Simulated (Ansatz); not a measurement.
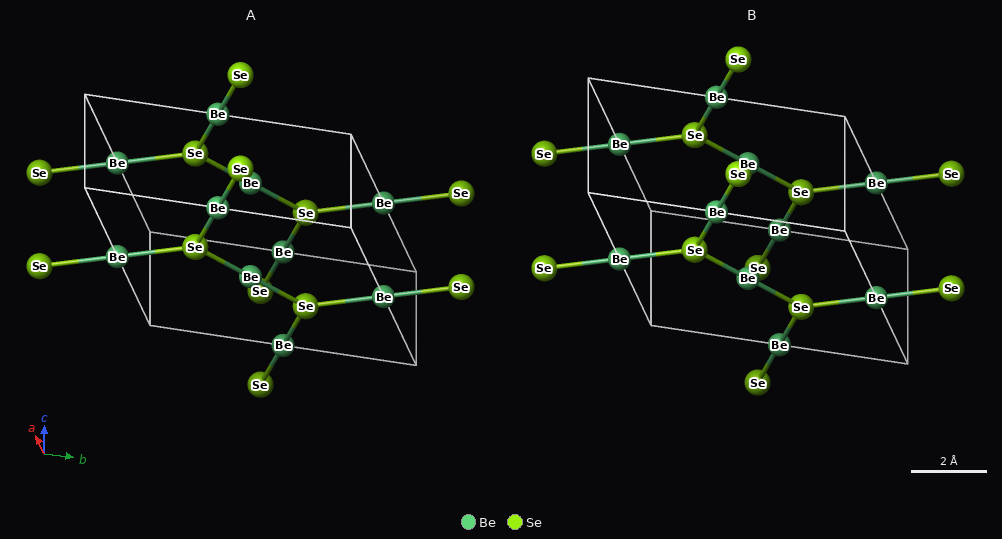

Two geometries of crystalline Be3Se2 (a generated structure, set up in P6/mmm), drawn at one scale. One is the start of a relaxation, the other its converged end. A ball-and-stick model of the cell of the calculation, seen from a free direction.

Computed with DFT PBE, scalar-relativistic, plane waves, PAW in Ansatz. Settings: plane-wave cutoff 420 eV; k-point mesh 6 × 6 × 12; occupations gaussian; smearing width 0.1 eV; no spin polarisation; cell and atoms relaxed; force threshold 0.01 eV/Å; at most 80 steps.

Which geometry has the lower energy?

Structure B is the relaxed one. Over 8 accepted moves (10 points after the start) the energy falls by 155 meV per atom. All forces vanish by symmetry, so only the cell relaxes. The pressure goes from 0.31 to 0.00 GPa. The SCF was repeated twice at an unchanged geometry on a basis and grid sized afresh for the cell, which shifted the energy by 2.3 meV per atom at most. The atoms keep their places relative to the cell (all moves are under 0.005 Å). Cell: a = b 7.456 → 7.195 Å (−3.5 %), c 2.921 → 3.581 Å (+22.6 %). Volume +14.1 %. Some distances before and after: Se–Se 2.921 → 3.581 Å, Be–Se 2.152 → 2.077 Å. The space group stays P6/mmm (No. 191). The run took 56 s on 1 thread of Intel(R) Xeon(R) 6975P-C (Granite Rapids) (shared host), peak memory 0.54 GiB.
